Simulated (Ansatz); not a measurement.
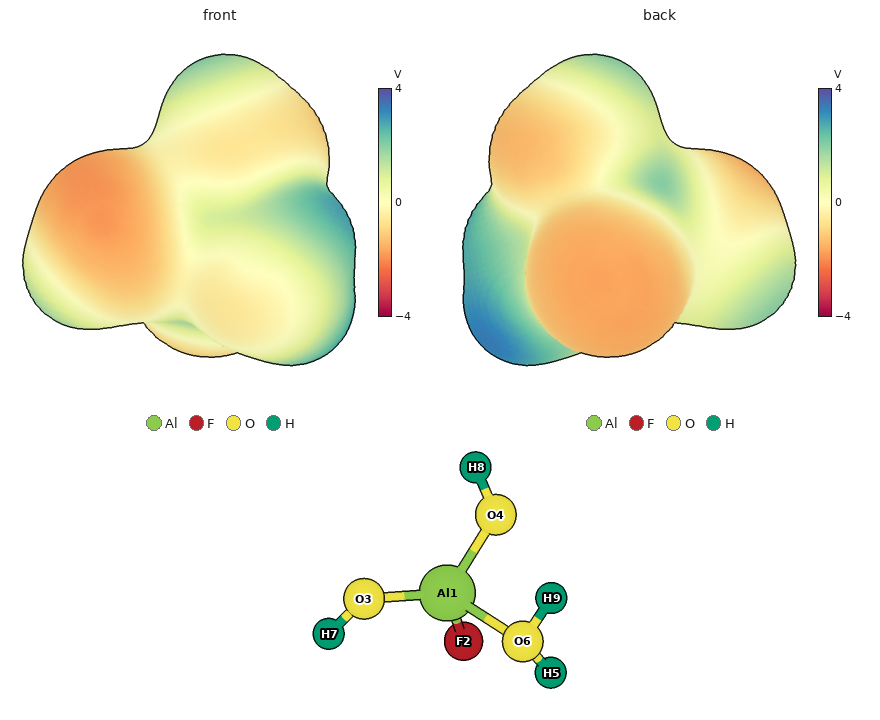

*AlFH4O3. The electrostatic potential painted on the density surface at 0.002 e/bohr³, seen from the front and from behind; the colour scale runs from red (negative) to blue (positive). The bare structure is drawn below in the same view.*

The calculation used RKS B3LYP/def2-SVP (Ansatz 0.2.0).

```xyz
9

Al   -0.4102    0.2738   -0.0562
F    -0.0922    1.7583   -0.7860
O    -1.7114   -0.6597   -0.6496
O     0.0414    0.0784    1.6019
H     1.9230    0.1999   -0.8854
O     1.3586   -0.4932   -0.5058
H    -2.1775   -0.4659   -1.4666
H    -0.5732   -0.0691    2.3245
H     1.6413   -0.6226    0.4231
```

Question: Which sites attract a positive test charge, and which a negative one?

Answer: A positive charge is drawn to the negative regions and a negative charge to the positive ones. The most negative region (about −1.9 V) lies over O3, the most positive (about +3.3 V) over H5. O3 is the likeliest acceptor of a hydrogen bond.
